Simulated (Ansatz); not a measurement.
## Elastic response of glassy Na2MgSi3O8 (126 atoms)

Aim: relax glassy Na2MgSi3O8 (126 atoms), then change its volume and shape to read moduli from the stress.

Main program and level: Ansatz 0.2.0; Kohn-Sham DFT, PBE, PAW (set soft_2), plane waves.

### Step 1. Set-up

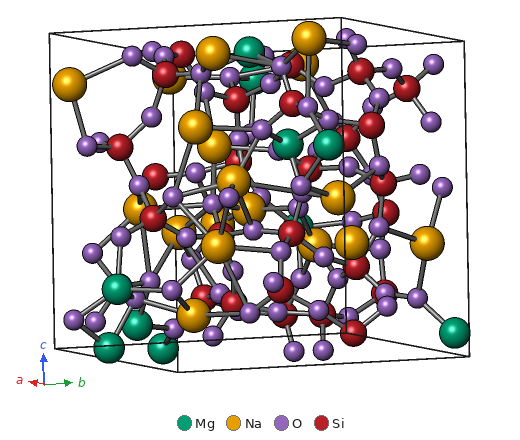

The cell as given, slightly off an axis (magnesium teal, sodium orange, oxygen purple, silicon red). Bonds to atoms that aren't drawn are left out. Some periodic images of atoms are drawn too.

The cell holds 126 atoms: 9 Mg, 18 Na, 72 O and 27 Si. Cell: a = 11.759 Å, b = 11.759 Å, c = 11.759 Å, α = 90.0°, β = 90.0°, γ = 90.0°. 126 atoms (9 Mg, 18 Na, 72 O, 27 Si) placed at random at 2.58 g/cm³, melted at 4500 K for 20 ps at fixed volume with the Morse and Coulomb pair potential with partial charges (Pedone, Malavasi, Menziani, Cormack and Segre, J. Phys. Chem. B 110, 11780 (2006)). Quenched from 4500 K to 300 K at 20 K/ps and fixed volume, held 20 ps at zero pressure.

Limits known from the start: The quench rate of 20 K/ps is many orders above laboratory rates, so the cell is likely richer in defects and strain than a real sample. The network of bonds at the start is that of the classical potential that made the cell, and needn't be the one that DFT or experiment would give. Only the Γ point is sampled.

### Step 2. Single point at the start

A single point comes first, to see the forces before anything moves.

input.yaml

```yaml
crystal:
  lattice:
    - [11.75908, 0.0, 0.0]
    - [0.0, 11.75908, 0.0]
    - [0.0, 0.0, 11.75908]
  atoms:
    - { symbol: Mg, position: [0.93189, 0.19011, 0.18421] }
    - { symbol: Mg, position: [0.1021, 0.32115, 0.90661] }
    - { symbol: Mg, position: [0.81872, 0.11039, 0.01061] }
    - { symbol: Mg, position: [0.05904, 0.44561, 0.43144] }
    - { symbol: Mg, position: [0.75646, 0.58168, 0.92991] }
    - { symbol: Mg, position: [0.12293, 0.00276, 0.06611] }
    - { symbol: Mg, position: [0.44226, 0.0498, 0.1142] }
    - { symbol: Mg, position: [0.65469, 0.66573, 0.64072] }
    - { symbol: Mg, position: [0.99323, 0.94803, 0.59962] }
    - { symbol: Na, position: [0.83482, 0.5534, 0.51472] }
    - { symbol: Na, position: [0.91117, 0.98654, 0.29381] }
    - { symbol: Na, position: [0.88417, 0.51726, 0.30729] }
    - { symbol: Na, position: [0.95964, 0.87234, 0.94349] }
    - { symbol: Na, position: [0.2212, 0.53474, 0.93519] }
    - { symbol: Na, position: [0.60906, 0.13806, 0.46467] }
    - { symbol: Na, position: [0.94185, 0.471, 0.68336] }
    - { symbol: Na, position: [0.76789, 0.88183, 0.45219] }
    - { symbol: Na, position: [0.98881, 0.06185, 0.83483] }
    - { symbol: Na, position: [0.30936, 0.11894, 0.90701] }
    - { symbol: Na, position: [0.57382, 0.38022, 0.65452] }
    - { symbol: Na, position: [0.07445, 0.17619, 0.45268] }
    - { symbol: Na, position: [0.35949, 0.40435, 0.46949] }
    - { symbol: Na, position: [0.23541, 0.57587, 0.35806] }
    - { symbol: Na, position: [0.39958, 0.18038, 0.40464] }
    - { symbol: Na, position: [0.23806, 0.96186, 0.34344] }
    - { symbol: Na, position: [0.96727, 0.54563, 0.91135] }
    - { symbol: Na, position: [0.74771, 0.37265, 0.10608] }
    - { symbol: O, position: [0.31502, 0.35374, 0.69587] }
    - { symbol: O, position: [0.09551, 0.43949, 0.03751] }
    - { symbol: O, position: [0.44558, 0.90201, 0.17248] }
    - { symbol: O, position: [0.67208, 0.72012, 0.48422] }
    - { symbol: O, position: [0.93239, 0.3767, 0.17124] }
    [... 88 atom lines left out ...]
    - { symbol: Si, position: [0.66227, 0.67622, 0.35773] }
    - { symbol: Si, position: [0.60382, 0.4095, 0.36852] }
    - { symbol: Si, position: [0.40975, 0.63391, 0.58249] }
    - { symbol: Si, position: [0.69672, 0.89715, 0.02746] }
    - { symbol: Si, position: [0.66667, 0.08339, 0.21654] }
    - { symbol: Si, position: [0.06185, 0.39421, 0.15856] }
kpoints:
  mp_grid: { grid: [1, 1, 1] }
hamiltonian:
  xc: pbe
scf:
  occupations: { method: fixed }
output:
  forces: true
```

Command:

```
$ ansatz run input.yaml --threads 4 --pin off --max-ram 8192MiB --backend cpu --events-out ev --progress --plain --runs-dir out
```

Numbers of over 12 decimals in the logs are rounded to 6 here.

The log of the run:

```text
[...]
Pseudopotentials: kind: paw
Pseudopotential: Mg, paw, valence charge 10, recommended cutoff 420 eV (normal), Mg.paw.azcp
Pseudopotential: Na, paw, valence charge 9, recommended cutoff 420 eV (normal), Na.paw.azcp
Pseudopotential: O, paw, valence charge 6, recommended cutoff 420 eV (normal), O.paw.azcp
Pseudopotential: Si, paw, valence charge 4, recommended cutoff 420 eV (normal), Si.paw.azcp
[...]
Crystal: 126 atoms, lattice volume = 1625.998 Å³
Basis set: ecut = 420 eV, 31799 PW (Γ), exchange–correlation on 160×160×160 points (8 copies of the dense FFT grid, shifted against one another)
Bands: 522, of which v1, the nominal top of the filled ones, is band 396 counted from 1 (395 counted from 0)
Symmetry: 1 space group operations
Space group: P1 (ITA 1), of the structure as read, at distance tolerance 1.2e-4 Å
k-points: 1
[...]
Initial density: superposition of atomic densities (neutral atoms: chi_scale 0, normalization atom), corrected by the library's trained network
Initial wavefunctions: pseudopotential atomic-orbital guess
[...]
SCF iter   1: F=—  HF=-102217.019008 eV  |F-HF|=—  |Δ(HF+E_count)|=         —  Δρ=2.17e-3  dr2=1.42e-1  ethr=1.77e-3  ⟨swp⟩=4.0  Hψ=1655  notcnv=0  defer=123
preconditioner: auto → Resta (q_TF=auto, 2.420 Å⁻¹)  ε∞=2.8  [insulator: Δε(μ)=2.447 eV  Ē_g=18.045 eV  n_scr=388 (ndim 8)  ℏωp=24.1 eV  f_vac=0.121  ε∞_Penn≈2.8]
SCF iter   2: F=—  HF=-102216.987116 eV  |F-HF|=—  |Δ(HF+E_count)|=   3.19e-2  Δρ=1.20e-3  dr2=3.70e-2  ethr=1.79e-5  ⟨swp⟩=2.0  Hψ=901  notcnv=0  defer=124
SCF iter   3: F=—  HF=-102216.987226 eV  |F-HF|=—  |Δ(HF+E_count)|=   1.09e-4  Δρ=6.22e-4  dr2=1.00e-2  ethr=4.67e-6  ⟨swp⟩=3.0  Hψ=644  notcnv=0  defer=122
automatic band count: iteration 3 solves 520 bands in place of 522: the levels show a gap, and the empty bands left out lie too high to hold charge; the band table lists the bands solved (type scf.n_extra_bands for more)
SCF iter   4: F=—  HF=-102216.986877 eV  |F-HF|=—  |Δ(HF+E_count)|=   3.49e-4  Δρ=2.05e-4  dr2=8.53e-4  ethr=1.27e-6  ⟨swp⟩=2.0  Hψ=650  notcnv=0  defer=122
SCF iter   5: F=—  HF=-102216.987213 eV  |F-HF|=—  |Δ(HF+E_count)|=   3.37e-4  Δρ=1.38e-4  dr2=2.54e-4  ethr=1.08e-7  ⟨swp⟩=2.0  Hψ=798  notcnv=0  defer=122
[...]
SCF iter   9: F=—  HF=-102216.986454 eV  |F-HF|=—  |Δ(HF+E_count)|=   3.73e-7  Δρ=3.41e-6  dr2=1.84e-7  ethr=1.73e-10  ⟨swp⟩=2.0  Hψ=652  notcnv=0  defer=121
SCF iter  10: F=-102216.986454 eV  HF=-102216.986454 eV  |F-HF|=5.27e-9  |Δ(HF+E_count)|=   9.77e-8  Δρ=1.51e-6  dr2=3.76e-8  ethr=1.26e-11  ⟨swp⟩=4.0  Hψ=1653  notcnv=0
SCF 1 converged in 10 iterations: F = -102216.986454 eV  dr2 = 3.76e-8
[...]
SCF converged after 10 iterations
Free energy (F): -102216.986454 eV
Harris-Foulkes:  -102216.986454 eV  (|F-HF|=5.27e-9)
Internal energy: -102216.986454 eV  (E = F + TS)
E sigma→0 (E₀):  -102216.986454 eV
Fermi energy:    4.847762 eV
--- Per-component energies (eV) ---
[...]
Σ components = -102216.986454   (vs F -102216.986454, Δ=0.00e0)
--- Forces (eV/Å), atoms counted from 1 ---
  atom   1  Mg     0.08928539     1.47921255     0.31030167
  atom   2  Mg     0.55208633     0.06817600    -0.30367971
  atom   3  Mg    -0.77961971    -0.97085452     0.28389629
  atom   4  Mg    -0.21728583     0.20358248    -0.26460893
[...]
atom 126  Si     2.08436022     0.64391383     2.01729973
  max |Σ_I F_I| component: 2.82e-5 eV/Å
```

It took 23 s on 4 threads of Arm Neoverse V1, shared host; peak memory 2.2 GiB; 89 s of CPU time.

In the SCF lines HF is the Harris–Foulkes energy and dr2 the Hartree energy of the density residual, in eV; the loop may stop once dr2 is under the threshold and the program's other checks hold. Hψ counts applications of the Hamiltonian.

The r.m.s. force at the start is 1.4 eV/Å.

### Step 3. Cell and atoms relaxed

Cell and atoms are freed together, to release stress as well as forces.

input.yaml

```yaml
crystal:
  lattice:
    - [11.75908, 0.0, 0.0]
    - [0.0, 11.75908, 0.0]
    - [0.0, 0.0, 11.75908]
  atoms:
    [... the 126 atom lines of step 2 ...]
kpoints:
  mp_grid: { grid: [1, 1, 1] }
hamiltonian:
  xc: pbe
scf:
  occupations: { method: fixed }
output:
  forces: true
relax:
  f_tol: 0.05
  max_steps: 150
  cell: {}
```

The log of the run:

```text
[...]
Crystal: 126 atoms, lattice volume = 1625.998 Å³
Basis set: ecut = 420 eV, 31799 PW (Γ), exchange–correlation on 160×160×160 points (8 copies of the dense FFT grid, shifted against one another)
Bands: 522, of which v1, the nominal top of the filled ones, is band 396 counted from 1 (395 counted from 0)
Symmetry: 1 space group operations
[...]
k-points: 1
[...]
SCF iter   1: F=—  HF=-102217.019011 eV  |F-HF|=—  |Δ(HF+E_count)|=         —  Δρ=2.17e-3  dr2=1.42e-1  ethr=1.77e-3  ⟨swp⟩=4.0  Hψ=1655  notcnv=0  defer=123
[...]
SCF iter  10: F=-102216.986454 eV  HF=-102216.986454 eV  |F-HF|=5.22e-9  |Δ(HF+E_count)|=   9.76e-8  Δρ=1.51e-6  dr2=3.76e-8  ethr=1.26e-11  ⟨swp⟩=4.0  Hψ=1653  notcnv=0
SCF 1 converged in 10 iterations: F = -102216.986454 eV  dr2 = 3.76e-8
[...]
relax step   1: F+E_penalty+E_count = -102216.98645423 eV  Δ(F+E_penalty+E_count) = +0.000e0 eV  max|allowed force component| = 8.595e0 eV/Å  Δτ_max = 0.0000 Å  P = +5.709 GPa  Ω = 1625.998 Å³  (10 SCF iters, dr2 threshold 1.00e-7 eV, accepted)
[... from here on, the SCF cycles and remarks between the steps are left out ...]
relax step   2: F+E_penalty+E_count = -102224.00202314 eV  Δ(F+E_penalty+E_count) = -7.016e0 eV  max|allowed force component| = 5.135e0 eV/Å  Δτ_max = 0.2000 Å  P = +2.936 GPa  Ω = 1633.354 Å³  energy of the carried Pulay correction = -2.324e-2 eV  (8 SCF iters, dr2 threshold 1.26e-5 eV, accepted)
relax step   3: F+E_penalty+E_count = -102227.65717419 eV  Δ(F+E_penalty+E_count) = -3.655e0 eV  max|allowed force component| = 8.620e-1 eV/Å  Δτ_max = 0.1976 Å  P = +0.019 GPa  Ω = 1646.254 Å³  energy of the carried Pulay correction = -6.374e-2 eV  (8 SCF iters, dr2 threshold 1.26e-5 eV, accepted)
relax step   4: F+E_penalty+E_count = -102228.60782749 eV  Δ(F+E_penalty+E_count) = -9.507e-1 eV  max|allowed force component| = 6.280e-1 eV/Å  Δτ_max = 0.2000 Å  P = -0.049 GPa  Ω = 1645.963 Å³  energy of the carried Pulay correction = -6.282e-2 eV  (7 SCF iters, dr2 threshold 1.26e-5 eV, accepted)
relax step   5: F+E_penalty+E_count = -102228.99118173 eV  Δ(F+E_penalty+E_count) = -3.834e-1 eV  max|allowed force component| = 4.305e-1 eV/Å  Δτ_max = 0.1960 Å  P = -0.176 GPa  Ω = 1647.240 Å³  energy of the carried Pulay correction = -6.682e-2 eV  (7 SCF iters, dr2 threshold 1.26e-5 eV, accepted)
relax step   6: F+E_penalty+E_count = -102229.13458305 eV  Δ(F+E_penalty+E_count) = -1.434e-1 eV  max|allowed force component| = 2.863e-1 eV/Å  Δτ_max = 0.1954 Å  P = -0.084 GPa  Ω = 1648.133 Å³  energy of the carried Pulay correction = -6.961e-2 eV  (7 SCF iters, dr2 threshold 1.16e-5 eV, accepted)
relax step   7: F+E_penalty+E_count = -102229.26786497 eV  Δ(F+E_penalty+E_count) = -1.333e-1 eV  max|allowed force component| = 1.984e-1 eV/Å  Δτ_max = 0.1952 Å  P = +0.030 GPa  Ω = 1649.040 Å³  energy of the carried Pulay correction = -7.244e-2 eV  (7 SCF iters, dr2 threshold 5.12e-6 eV, accepted)
relax step   8: F+E_penalty+E_count = -102229.40145468 eV  Δ(F+E_penalty+E_count) = -1.336e-1 eV  max|allowed force component| = 1.301e-1 eV/Å  Δτ_max = 0.2000 Å  P = +0.034 GPa  Ω = 1650.745 Å³  energy of the carried Pulay correction = -7.776e-2 eV  (8 SCF iters, dr2 threshold 2.46e-6 eV, accepted)
relax step   9: F+E_penalty+E_count = -102229.43919034 eV  Δ(F+E_penalty+E_count) = -3.774e-2 eV  max|allowed force component| = 1.727e-1 eV/Å  Δτ_max = 0.2000 Å  P = +0.028 GPa  Ω = 1653.460 Å³  energy of the carried Pulay correction = -8.622e-2 eV  (8 SCF iters, dr2 threshold 1.06e-6 eV, accepted)
relax step  10: F+E_penalty+E_count = -102229.42343055 eV  Δ(F+E_penalty+E_count) = +1.576e-2 eV  max|allowed force component| = 1.003e0 eV/Å  Δτ_max = 0.1801 Å  P = +0.173 GPa  Ω = 1653.552 Å³  energy of the carried Pulay correction = -8.651e-2 eV  (8 SCF iters, dr2 threshold 1.86e-6 eV, rejected (line search))
relax step  11: F+E_penalty+E_count = -102229.48495652 eV  Δ(F+E_penalty+E_count) = -4.577e-2 eV  max|allowed force component| = 1.697e-1 eV/Å  Δτ_max = 0.0865 Å  P = -0.025 GPa  Ω = 1655.984 Å³  energy of the carried Pulay correction = -9.407e-2 eV  (11 SCF iters, accepted)
relax step  12: F+E_penalty+E_count = -102229.50384787 eV  Δ(F+E_penalty+E_count) = -1.889e-2 eV  max|allowed force component| = 5.636e-2 eV/Å  Δτ_max = 0.0901 Å  P = +0.004 GPa  Ω = 1657.158 Å³  energy of the carried Pulay correction = -9.772e-2 eV  (7 SCF iters, dr2 threshold 1.80e-6 eV, accepted)
relax step  13: F+E_penalty+E_count = -102229.50607026 eV  Δ(F+E_penalty+E_count) = -2.222e-3 eV  max|allowed force component| = 2.142e-2 eV/Å  Δτ_max = 0.0333 Å  P = +0.000 GPa  Ω = 1657.620 Å³  energy of the carried Pulay correction = -9.915e-2 eV  (7 SCF iters, dr2 threshold 1.99e-7 eV, accepted)
relax step  14: F+E_penalty+E_count = -102229.65697518 eV  Δ(F+E_penalty+E_count) = -1.509e-1 eV  max|allowed force component| = 2.295e-2 eV/Å  Δτ_max = 0.0000 Å  P = +0.159 GPa  Ω = 1657.620 Å³  stress off target by 3.61e-1 GPa  SCF on the basis re-selected at this cell (its energy is not comparable with the rows above)  (8 SCF iters)
relax step  15: F+E_penalty+E_count = -102229.65223080 eV  Δ(F+E_penalty+E_count) = +4.744e-3 eV  max|allowed force component| = 3.754e-2 eV/Å  Δτ_max = 0.0647 Å  P = +0.015 GPa  Ω = 1661.910 Å³  energy of the carried Pulay correction = -1.396e-2 eV  (7 SCF iters, dr2 threshold 3.25e-7 eV, accepted)
relax step  16: F+E_penalty+E_count = -102229.64826352 eV  Δ(F+E_penalty+E_count) = +3.967e-3 eV  max|allowed force component| = 4.016e-2 eV/Å  Δτ_max = 0.0664 Å  P = -0.034 GPa  Ω = 1663.902 Å³  energy of the carried Pulay correction = -2.043e-2 eV  (10 SCF iters, accepted)
relax step  17: F+E_penalty+E_count = -102229.64534578 eV  Δ(F+E_penalty+E_count) = +2.918e-3 eV  max|allowed force component| = 4.326e-2 eV/Å  Δτ_max = 0.0783 Å  P = -0.052 GPa  Ω = 1665.348 Å³  energy of the carried Pulay correction = -2.514e-2 eV  (9 SCF iters, dr2 threshold 9.61e-9 eV, accepted)
relax step  18: F+E_penalty+E_count = -102229.64303791 eV  Δ(F+E_penalty+E_count) = +2.308e-3 eV  max|allowed force component| = 4.754e-2 eV/Å  Δτ_max = 0.1121 Å  P = -0.034 GPa  Ω = 1666.438 Å³  energy of the carried Pulay correction = -2.871e-2 eV  (9 SCF iters, dr2 threshold 1.84e-8 eV, accepted)
relax step  19: F+E_penalty+E_count = -102229.64938841 eV  Δ(F+E_penalty+E_count) = -6.351e-3 eV  max|allowed force component| = 3.750e-2 eV/Å  Δτ_max = 0.0730 Å  P = +0.001 GPa  Ω = 1665.646 Å³  energy of the carried Pulay correction = -2.602e-2 eV  (9 SCF iters, dr2 threshold 1.05e-8 eV, accepted)
relax step  20: F+E_penalty+E_count = -102229.67831940 eV  Δ(F+E_penalty+E_count) = -2.893e-2 eV  max|allowed force component| = 3.752e-2 eV/Å  Δτ_max = 0.0000 Å  P = +0.010 GPa  Ω = 1665.646 Å³  stress off target by 2.59e-2 GPa  SCF on the basis re-selected at this cell (its energy is not comparable with the rows above)  (6 SCF iters)
[...]
SCF converged after 6 iterations
Free energy (F): -102229.678319 eV
[...]
Internal energy: -102229.678319 eV  (E = F + TS)
E sigma→0 (E₀):  -102229.678319 eV
Fermi energy:    3.889716 eV
[...]
--- Forces (eV/Å), atoms counted from 1 ---
  atom   1  Mg     0.01878573     0.00509495     0.00976251
  atom   2  Mg     0.00722951    -0.00583108    -0.00316683
  atom   3  Mg     0.00221906    -0.00383512    -0.01441835
  atom   4  Mg     0.00105270    -0.00316741     0.00453042
  atom   5  Mg    -0.00041050     0.00219540    -0.00276179
  atom   6  Mg     0.00207146     0.00330942    -0.01181441
  atom   7  Mg    -0.00008302    -0.01391169    -0.00084218
  atom   8  Mg    -0.00437428    -0.00564245     0.00182891
  atom   9  Mg    -0.00835837    -0.00979898     0.01204264
  atom  10  Na     0.00031724     0.00106935     0.00061456
  atom  11  Na    -0.00387810    -0.00365832     0.00197699
  atom  12  Na     0.00080893    -0.00377122     0.00775312
  atom  13  Na     0.00210330     0.00138956     0.00062943
  atom  14  Na    -0.00138716    -0.00097950    -0.00705428
[...]
atom 125  Si    -0.00908483    -0.00739626     0.00163262
  atom 126  Si    -0.00243652     0.00535839     0.00354652
  max |Σ_I F_I| component: 8.67e-5 eV/Å
--- Stress (GPa, compression-positive) ---
        0.004427      -0.005268       0.014797
       -0.005269       0.010729       0.001136
        0.014797       0.001138       0.015185
  P = ⅓ Tr σ = 0.0101 GPa (0.101 kbar)
--- Relaxed structure (18 steps of the walk, 17 accepted, 2 SCFs on fresh bases) ---
  F+E_penalty+E_count = -102229.67831940 eV   max|allowed force component| = 3.752e-2 eV/Å   (the final SCF, on the basis selected at the relaxed cell)
  cell:  # Å, volume = 1665.6459 Å³
    - [11.651599, 0.176009, 0.129576]
    - [0.176009, 11.911951, 0.106216]
    - [0.129576, 0.106216, 12.005945]
  atoms:
    - { symbol: Mg, position: [0.925359, 0.193478, 0.214124] }
    - { symbol: Mg, position: [0.094941, 0.324722, 0.916493] }
    - { symbol: Mg, position: [0.861043, 0.105559, 0.020500] }
    - { symbol: Mg, position: [0.047118, 0.442732, 0.439076] }
[...]
- { symbol: Si, position: [0.057789, 0.391222, 0.155961] }
```

Elapsed: 7.7 min, on 4 threads; peak memory 2.2 GiB; 30 min of CPU time.

The relaxation converged after 18 steps, with a largest force component of 0.038 eV/Å.

(Part 1 of 3 ends here.)

[Logs are printed without paths, hosts, clocks, repeated set-up lines and the standing remarks that a program may print on its own settings, such as how far it seeks lower states.]

[Hosts, paths, dates, database ids (printed as entryN), source tags and the programs' standing remarks are cut or masked in the printed files.]
